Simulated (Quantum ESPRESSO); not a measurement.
# MnAlGe: parallel and opposed starts

Aim: find out which collinear order of MnAlGe costs least.

Calculated with Quantum ESPRESSO 7.5; PBEsol; plane waves with GBRV 1.5 PBEsol potentials, no spin-orbit coupling.

### Step 1. The starting structure

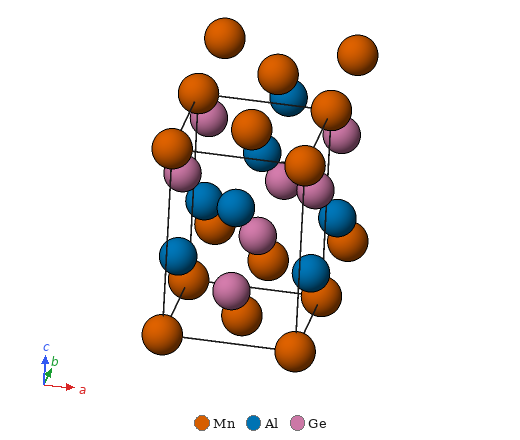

The starting structure, seen from a free direction (manganese orange, aluminium blue, germanium pink). 1×2×1 cells are drawn. Some periodic images of atoms are drawn too.

Structure file:

```cif
data_structure
_symmetry_space_group_name_H-M 'P4/nmm:1'
_symmetry_Int_Tables_number 129
_cell_length_a 3.9140
_cell_length_b 3.9140
_cell_length_c 5.9330
_cell_angle_alpha 90.000
_cell_angle_beta 90.000
_cell_angle_gamma 90.000
_cell_volume 90.89
loop_
_atom_site_label
_atom_site_type_symbol
_atom_site_symmetry_multiplicity
_atom_site_Wyckoff_symbol
_atom_site_fract_x
_atom_site_fract_y
_atom_site_fract_z
_atom_site_occupancy
Mn1 Mn 2 a 0.00000 0.00000 0.00000 1
Al1 Al 2 c 0.50000 0.00000 0.72700 1
Ge1 Ge 2 c 0.50000 0.00000 0.28000 1
```

The cell comes from the Crystallography Open Database.

### Step 2. Run 1 (ferro ++)

The signs are those of the starting moments on the seeded atoms, the atoms that are given a moment.

Input file pw.in:

```
&CONTROL
  calculation = 'scf'
  prefix = 'pwscf'
  outdir = './tmp'
  pseudo_dir = './pseudo'
  disk_io = 'nowf'
/
&SYSTEM
  ibrav = 0
  celldm(1) = 8
  nat = 6
  ntyp = 3
  ecutwfc = 40
  ecutrho = 280
  nbnd = 46
  occupations = 'smearing'
  smearing = 'fd'
  degauss = 0.00734986
  nspin = 2
  starting_magnetization(1) = 0.2333
  starting_magnetization(2) = 0
  starting_magnetization(3) = 0
/
&ELECTRONS
  conv_thr = 1.2d-08
  electron_maxstep = 150
  mixing_beta = 0.3
/
ATOMIC_SPECIES
Mn     54.9380 mn_pbesol_v1.5.uspp.F.UPF
Al     26.9815 al_pbesol_v1.uspp.F.UPF
Ge     72.6300 ge_pbesol_v1.4.uspp.F.UPF
CELL_PARAMETERS alat
   0.9245485064732    0.0000000000000    0.0000000000000
   0.0000000000000    0.9245485064732    0.0000000000000
   0.0000000000000    0.0000000000000    1.4014681371756
ATOMIC_POSITIONS crystal
Mn      0.0000000000    0.0000000000    0.0000000000
Mn      0.5000000000    0.5000000000    0.0000000000
Al      0.5000000000    0.0000000000    0.7270000000
Al      0.0000000000    0.5000000000    0.2730000000
Ge      0.5000000000    0.0000000000    0.2800000000
Ge      0.0000000000    0.5000000000    0.7200000000
K_POINTS automatic
6 6 6 0 0 0
```

Run with:

```sh
$ OMP_NUM_THREADS=1 mpirun -n 4 pw.x -nk 4 -in pw.in > pw.out
```

Output:

```text
Program PWSCF v.7.5 starts

     Message from routine setup:
     using ibrav=0 with symmetry is DISCOURAGED, use correct ibrav instead

     K-points division:     npool     =       4
     Subspace diagonalization in iterative solution of the eigenvalue problem:

     G-vector sticks info
     --------------------
     sticks:   dense  smooth     PW     G-vecs:    dense   smooth      PW
     Sum        1217     697    213                48547    20925    3485

     Using Slab Decomposition

     bravais-lattice index     =            0
     lattice parameter (alat)  =       8.0000  a.u.
     unit-cell volume          =     613.3560 (a.u.)^3
     number of atoms/cell      =            6
     number of atomic types    =            3
     number of electrons       =        64.00
     number of Kohn-Sham states=           46
     kinetic-energy cutoff     =      40.0000  Ry
     charge density cutoff     =     280.0000  Ry
     scf convergence threshold =      1.2E-08
     mixing beta               =       0.3000
     number of iterations used =            8  plain     mixing
     Exchange-correlation= SLA  PW   PSX  PSC
                           (   1   4  10   8   0   0   0)

     celldm(1)=   8.000000  celldm(2)=   0.000000  celldm(3)=   0.000000
     celldm(4)=   0.000000  celldm(5)=   0.000000  celldm(6)=   0.000000

     crystal axes: (cart. coord. in units of alat)
               a(1) = (   0.924549   0.000000   0.000000 )
               a(2) = (   0.000000   0.924549   0.000000 )
               a(3) = (   0.000000   0.000000   1.401468 )

     reciprocal axes: (cart. coord. in units 2 pi/alat)
               b(1) = (  1.081609  0.000000  0.000000 )
               b(2) = (  0.000000  1.081609  0.000000 )
               b(3) = (  0.000000  0.000000  0.713537 )

     PseudoPot. # 1 for Mn read from file:
     mn_pbesol_v1.5.uspp.F.UPF
     Pseudo is Ultrasoft + core correction, Zval = 15.0
     Generated by new atomic code, or converted to UPF format
     Using radial grid of  859 points,  6 beta functions with:
                l(1) =   0
                l(2) =   0
                l(3) =   1
                l(4) =   1
                l(5) =   2
                l(6) =   2
     Q(r) pseudized with  8 coefficients,  rinner =    0.950   0.950   0.950
                                                       0.950   0.950

     PseudoPot. # 2 for Al read from file:
     al_pbesol_v1.uspp.F.UPF
     Pseudo is Ultrasoft + core correction, Zval =  3.0
     Generated by new atomic code, or converted to UPF format
     Using radial grid of  893 points,  3 beta functions with:
                l(1) =   0
                l(2) =   1
                l(3) =   2
     Q(r) pseudized with  8 coefficients,  rinner =    0.900   0.900   0.900
                                                       0.900   0.900

     PseudoPot. # 3 for Ge read from file:
     ge_pbesol_v1.4.uspp.F.UPF
     Pseudo is Ultrasoft + core correction, Zval = 14.0
     Generated by new atomic code, or converted to UPF format
     Using radial grid of  873 points,  6 beta functions with:
                l(1) =   0
                l(2) =   0
                l(3) =   1
                l(4) =   1
                l(5) =   2
                l(6) =   2
     Q(r) pseudized with  8 coefficients,  rinner =    1.400   1.400   1.400
                                                       1.400   1.400

     atomic species   valence    mass     pseudopotential
     Mn               15.00    54.93800     Mn( 1.00)
     Al                3.00    26.98150     Al( 1.00)
     Ge               14.00    72.63000     Ge( 1.00)

     Starting magnetic structure
     atomic species   magnetization
     Mn              0.233
     Al              0.000
     Ge              0.000

     16 Sym. Ops., with inversion, found ( 8 have fractional translation)

   Cartesian axes

     site n.     atom                  positions (alat units)
         1        Mn     tau(   1) = (   0.0000000   0.0000000   0.0000000  )
         2        Mn     tau(   2) = (   0.4622743   0.4622743   0.0000000  )
         3        Al     tau(   3) = (   0.4622743   0.0000000   1.0188673  )
         4        Al     tau(   4) = (   0.0000000   0.4622743   0.3826008  )
         5        Ge     tau(   5) = (   0.4622743   0.0000000   0.3924111  )
         6        Ge     tau(   6) = (   0.0000000   0.4622743   1.0090571  )

     number of k points=    40  Fermi-Dirac smearing, width (Ry)=  0.0073
                       cart. coord. in units 2pi/alat
        k(    1) = (   0.0000000   0.0000000   0.0000000), wk =   0.0046296
        k(    2) = (   0.0000000   0.0000000   0.1189229), wk =   0.0092593
        k(    3) = (   0.0000000   0.0000000   0.2378458), wk =   0.0092593
        k(    4) = (   0.0000000   0.0000000  -0.3567687), wk =   0.0046296
        k(    5) = (   0.0000000   0.1802682   0.0000000), wk =   0.0185185
        [... 35 further k-points ...]

     Dense  grid:    48547 G-vectors     FFT dimensions: (  40,  40,  60)

     Smooth grid:    20925 G-vectors     FFT dimensions: (  30,  30,  45)

     Check: negative core charge=   -0.000024
     Generating pointlists ...
     new r_m :   0.2475 (alat units)  1.9802 (a.u.) for type    1
     new r_m :   0.2475 (alat units)  1.9802 (a.u.) for type    2
     new r_m :   0.2501 (alat units)  2.0010 (a.u.) for type    3

     Initial potential from superposition of free atoms

     starting charge      62.9935, renormalised to      64.0000
     Starting wfcs are   52 randomized atomic wfcs

     Self-consistent Calculation

     iteration #  1     ecut=    40.00 Ry     beta= 0.30
     Davidson diagonalization with overlap
     ethr =  1.00E-02,  avg # of iterations =  3.7

     total energy              =    -861.84758565 Ry
     estimated scf accuracy    <       1.02634392 Ry

     total magnetization       =     4.28 Bohr mag/cell
     absolute magnetization    =     5.04 Bohr mag/cell

     iteration #  2     ecut=    40.00 Ry     beta= 0.30
     Davidson diagonalization with overlap
     ethr =  1.60E-03,  avg # of iterations =  1.9

     total energy              =    -861.91439628 Ry
     estimated scf accuracy    <       0.15055559 Ry

     total magnetization       =     4.49 Bohr mag/cell
     absolute magnetization    =     5.23 Bohr mag/cell

     iteration #  3     ecut=    40.00 Ry     beta= 0.30
     Davidson diagonalization with overlap
     ethr =  2.35E-04,  avg # of iterations =  2.8

     total energy              =    -861.92642108 Ry
     estimated scf accuracy    <       0.18457304 Ry

     total magnetization       =     4.41 Bohr mag/cell
     absolute magnetization    =     5.14 Bohr mag/cell

     [... further iterations left out ...]

     iteration # 12     ecut=    40.00 Ry     beta= 0.30
     Davidson diagonalization with overlap
     ethr =  5.32E-09,  avg # of iterations =  2.9

     total energy              =    -861.95656913 Ry
     estimated scf accuracy    <       0.00000124 Ry

     total magnetization       =     3.49 Bohr mag/cell
     absolute magnetization    =     4.02 Bohr mag/cell

     iteration # 13     ecut=    40.00 Ry     beta= 0.30
     Davidson diagonalization with overlap
     ethr =  1.94E-09,  avg # of iterations =  2.0

     total energy              =    -861.95656966 Ry
     estimated scf accuracy    <       0.00000008 Ry

     total magnetization       =     3.50 Bohr mag/cell
     absolute magnetization    =     4.02 Bohr mag/cell

     iteration # 14     ecut=    40.00 Ry     beta= 0.30
     Davidson diagonalization with overlap
     ethr =  1.21E-10,  avg # of iterations =  2.3

     total energy              =    -861.95656975 Ry
     estimated scf accuracy    <       0.00000002 Ry

     total magnetization       =     3.50 Bohr mag/cell
     absolute magnetization    =     4.02 Bohr mag/cell

     iteration # 15     ecut=    40.00 Ry     beta= 0.30
     Davidson diagonalization with overlap
     ethr =  3.27E-11,  avg # of iterations =  2.5

     Magnetic moment per site  (integrated on atomic sphere of radius R)
     atom   1 (R=0.248)  charge= 13.5017  magn=  1.7860
     atom   2 (R=0.248)  charge= 13.5017  magn=  1.7860
     atom   3 (R=0.248)  charge=  1.2411  magn= -0.0264
     atom   4 (R=0.248)  charge=  1.2411  magn= -0.0264
     atom   5 (R=0.250)  charge= 12.1037  magn= -0.0509
     atom   6 (R=0.250)  charge= 12.1037  magn= -0.0509

     End of self-consistent calculation

     [... lines left out ...]
     the Fermi energy is    12.0812 ev

!    total energy              =    -861.95656985 Ry
     estimated scf accuracy    <          3.7E-09 Ry
     smearing contrib. (-TS)   =      -0.00830131 Ry
     internal energy E=F+TS    =    -861.94826854 Ry

     The total energy is F=E-TS. E is the sum of the following terms:
     one-electron contribution =    -581.12809446 Ry
     hartree contribution      =     334.41077907 Ry
     xc contribution           =    -176.63188525 Ry
     ewald contribution        =    -438.59906790 Ry

     total magnetization       =     3.50 Bohr mag/cell
     absolute magnetization    =     4.02 Bohr mag/cell

     convergence has been achieved in  15 iterations

=------------------------------------------------------------------------------=
   JOB DONE.
=------------------------------------------------------------------------------=
```

It took 47 s on 4 MPI ranks of Intel Xeon Platinum 8488C (Sapphire Rapids), shared host; peak memory 0.63 GiB; 3.1 min of CPU time.

Spin moment in the atom's sphere by atom:

| atom | spin moment in the atom's sphere (μB) |
| --- | --- |
| Mn1 | 1.79 |
| Mn2 | 1.79 |
| Al3 | -0.03 |
| Al4 | -0.03 |
| Ge5 | -0.05 |
| Ge6 | -0.05 |

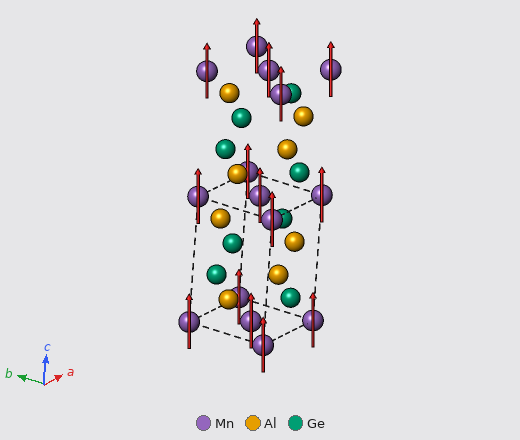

Spin moment in the atom's sphere as arrows, the longest 1.79 μB. Up and down stand for the sign. Arrows give size and sign along the axis of quantisation, drawn up and down the page. 1×1×2 cells are drawn. Some periodic images of atoms are drawn too.

Numbers from this step:

* smearing term TS: 0.1129 eV
* magnetization: 3.495 μB
* absolute magnetization: 4.023 μB
* final state: ferromagnetic

[end of part 1 of 2]

[Logs and program files are shortened in this print: banners, set-up blocks, solver, clock and traceback lines can be left out without a mark of their own.]

[Logs are printed without paths, hosts, clocks, repeated set-up lines and the standing remarks that a program may print on its own settings, such as how far it seeks lower states.]

[Hosts, paths, dates, database ids (printed as entryN), source tags and the programs' standing remarks are cut or masked in the printed files.]

[Where a cell is said to come from a database of computed structures, the database is the Materials Project.]
